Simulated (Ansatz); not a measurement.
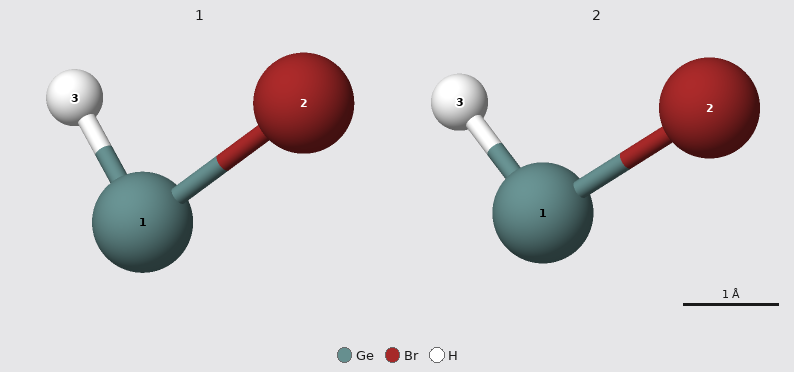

Two geometries of GeHBr (coarse preliminary run), drawn at one scale. One is the start of a relaxation, the other its converged end. A ball-and-stick model, seen at a tilt.

These are results of Ansatz 0.2.0, RKS PBE-D4/def2-SVP, not measurements. Settings: force threshold 0.03 eV/Å; at most 200 steps.

Q: Which one is relaxed?

A: Structure 1 is the relaxed one. The start comes from a force field. The energy falls by 0.098 eV in 3 geometry steps. The largest force component goes from 0.67 to 0.02 eV/Å. The atom that moves furthest after the best rigid fit is H3 (0.16 Å). By element the largest moves are H 0.16 Å, Br 0.13 Å, Ge 0.11 Å. Near-neighbour distances that change, for instance: Ge1–H3 1.633 → 1.623 Å, Ge1–Br2 2.354 → 2.361 Å. Bond angles that change, for instance: Br2–Ge1–H3 106.2° → 93.6°. The run took roughly 9 core-seconds on a shared host.
